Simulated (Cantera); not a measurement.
A closed system holds: 1 mol MgO, 1.6 mol CH₄, 0.27 mol CO, equilibrated at 1130 Torr.

These are equilibrium values from Cantera (NASA tables, ideal gas, pure condensed phases), not measurements of a reactor. Candidate condensed phases: C, C₆H₆, C₇H₈, C₈H₁₈, H₂O, Mg, MgCO₃, MgO, Mg(OH)₂; 116 gas species. The tables' values for MgH are old estimates; treat these amounts as uncertain. Equilibrium is a limit: real reactors are often held back by kinetics, nucleation or transport.

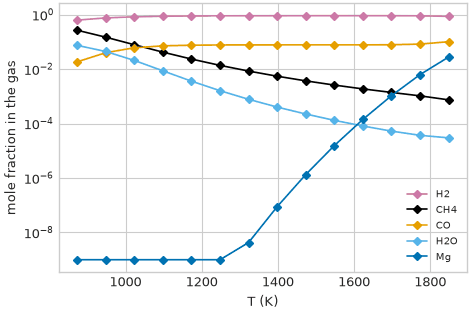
Equilibrium gas composition (values under 1e-9 drawn at 1e-9)

From 873 K to 1848 K the condensed part is C(graphite) + MgO(s).
